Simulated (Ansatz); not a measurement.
## Electronic structure of CH5AlClN in real space

The calculation's input:

```
crystal:
  periodic: [false, false, false]
  atoms:
    - { symbol: C, position_ang: [0.3143, 0.6982, -0.9564] }
    - { symbol: "N", position_ang: [0.251, -0.6637, -0.5697] }
    - { symbol: Al, position_ang: [-0.0697, -0.8179, 1.3116] }
    - { symbol: Cl, position_ang: [-1.7867, 0.0459, 2.2323] }
    - { symbol: H, position_ang: [0.4281, 0.8033, -2.0825] }
    - { symbol: H, position_ang: [-0.7025, 1.2501, -0.7255] }
    - { symbol: H, position_ang: [1.1261, 1.2829, -0.4627] }
    - { symbol: H, position_ang: [-0.5191, -1.1036, -1.0466] }
    - { symbol: H, position_ang: [1.0471, -1.5415, 2.2824] }
basis:
  gaussian: { orbitals: "6-31G" }
hamiltonian:
  xc: pbe
  dispersion: d4
relax:
  f_tol: 0.02
  max_steps: 50
output:
  orbitals: {}
```

Command:

```sh
ansatz run input.yaml --threads 1 --pin off --max-ram 2048MiB --backend cpu --events-out ev --progress --plain --runs-dir out
```

The fields are those of the relaxed geometry.

These are results of Ansatz 0.2.0, RKS PBE-D4/6-31G, not measurements.

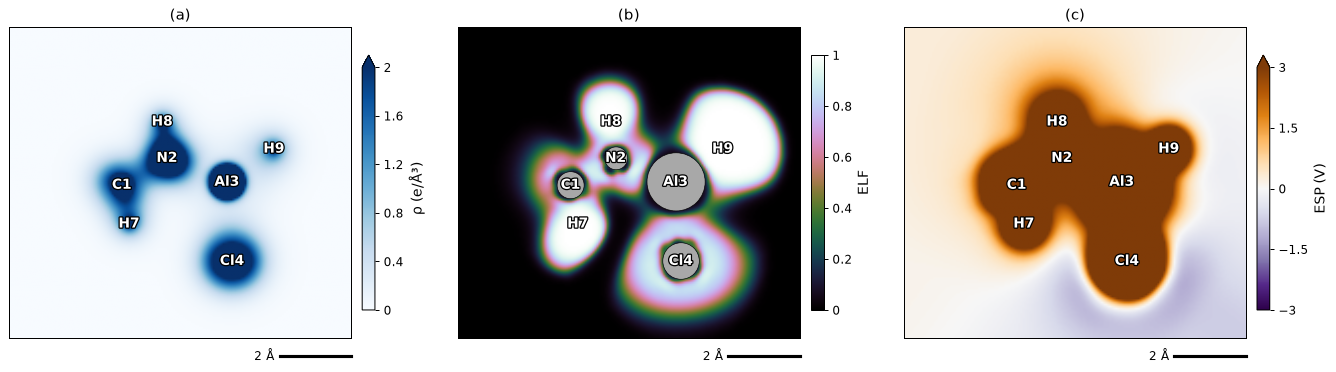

Figure 1. (a) electron density; (b) electron localisation function; (c) electrostatic potential on the plane of atoms N2, Al3 and Cl4. Grey discs cover the atomic cores in the ELF map.

> Interpret the plot.

- Atoms in the plane: C, N, Al, Cl and H.
- C–N (1.47 Å): ρ at the midpoint is about 1.7 e/Å³; the ELF peaks at about 0.90 between the atoms, as expected for a covalent bond.
- Al–N (1.80 Å): ρ at the midpoint is about 0.69 e/Å³; the ELF peaks at about 0.90 in the valence shell of N, 0.7 Å from its nucleus, and is about 0.40 at the midpoint.
- Al–Cl (2.21 Å): ρ is about 0.51 e/Å³ halfway; the ELF peaks at about 0.85 in the valence shell of Cl, 0.9 Å from its nucleus, and is about 0.75 at the midpoint.
- N–H (1.02 Å): ρ is about 2.6 e/Å³ halfway; the ELF climbs to about 1 towards the hydrogen, as it does in any bond to H: a covalent bond by its length.
- C–H (1.10 Å): ρ is about 1.9 e/Å³ halfway; the ELF climbs to about 1 towards the hydrogen (an ordinary covalent bond to hydrogen).
- The ELF also peaks beside Cl4, away from the bonds: lone-pair regions.
- Outside the dense part of the molecule the potential is most negative (−1.2 V) near Cl4.

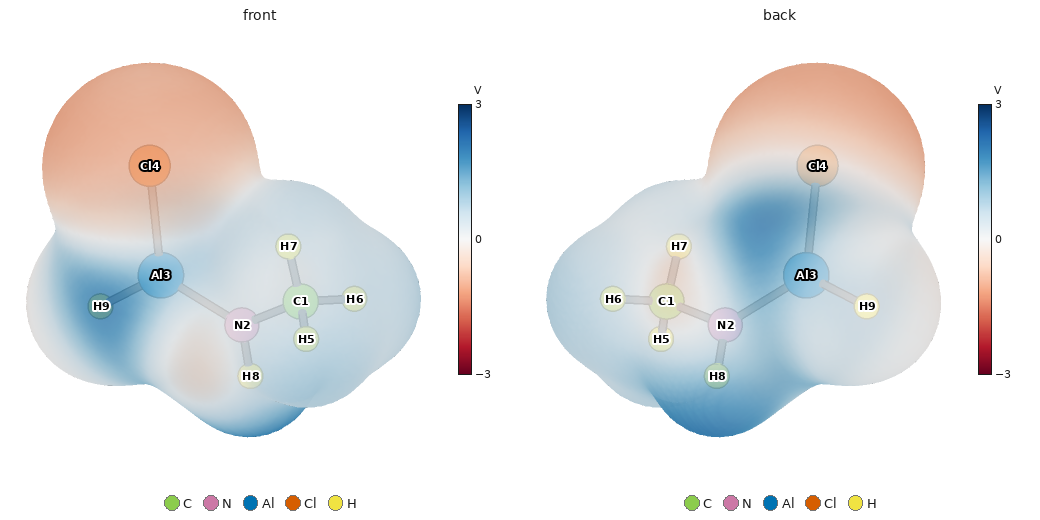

Figure 2. The electrostatic potential painted on the density surface at 0.002 e/bohr³, seen from the front and from behind; red is negative and blue positive.

> Which sites attract a positive test charge, and which a negative one?

A positive charge is drawn to the negative regions and a negative charge to the positive ones. The most negative region (about −1.1 V) lies over Cl4, the most positive (about +2.0 V) over Al3 and H8.
